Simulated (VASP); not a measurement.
Band structure of GdS₂ (space group P4/nmm). Calculation: PBEsol GGA, VASP's PBE PAW potentials (set 64) (plane waves; VASP).

The 4f electrons are frozen in the core of the lanthanide potential, so 4f levels, which can set the real gap, and their magnetism are missing.

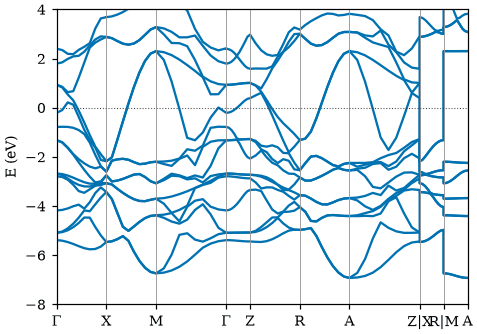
Figure: Bands along high-symmetry lines, zero at the valence-band maximum or, without a gap, the Fermi level

Q: Read the plot: is there a gap, and where are the band edges?

A: It has no gap at this level: it comes out as a metal or semimetal. (Edges off the drawn lines would not show.)

The structure comes from a computed database's GdS2 entry (P4/nmm); how it stands against other phases isn't given here. It was relaxed first.
